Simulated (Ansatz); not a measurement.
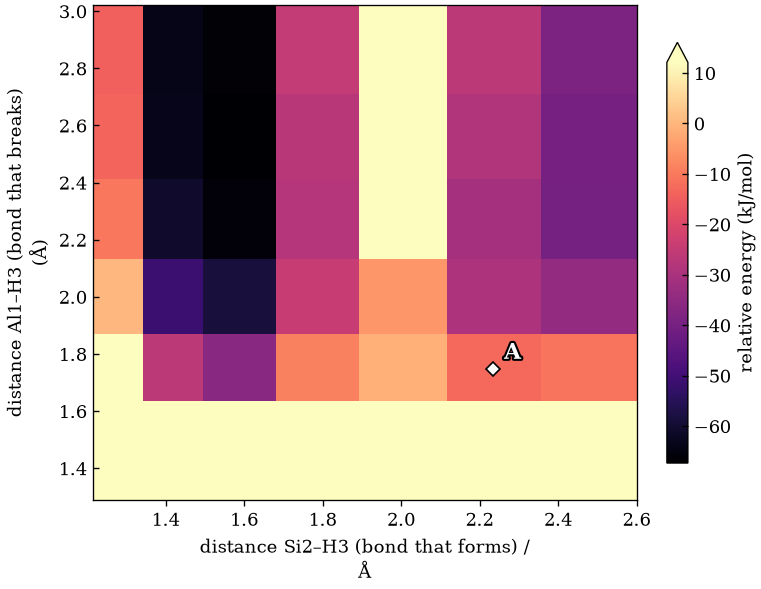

The reacting system AlH₅Si (fragments AlH₅Si where the first distance is long, AlH + H₄Si where the second is long). 
- Coordinates scanned: (1) distance Si2–H3 (bond that forms); (2) distance Al1–H3 (bond that breaks).
- Relaxed at each point: all other coordinates.
- The grid has 7 × 7 points.
- Points are written as (first, second).
- Energies: kJ/mol, counted from a guessed transition structure relaxed with its forming and breaking bonds held.
- Energies and slopes of some neighbouring points disagree (a jump in structure or state, or too coarse a mesh). The reference is spin-restricted, so regions where a bond is pulled apart into radicals lie too high.
- Computed with RKS wB97X-V/def2-SVP (Ansatz 0.2.0).

The picture shows one coloured cell a grid point, one colour for all values above the top of the scale, the point A.

**Which way does the force act at A, and how strong is it?**

A, at (2.233 Å, 1.748 Å), is not a stationary point. The computed force is 9.1 kJ/mol for each Å towards larger values of the first coordinate and 128 kJ/mol for each Å towards larger values of the second coordinate.
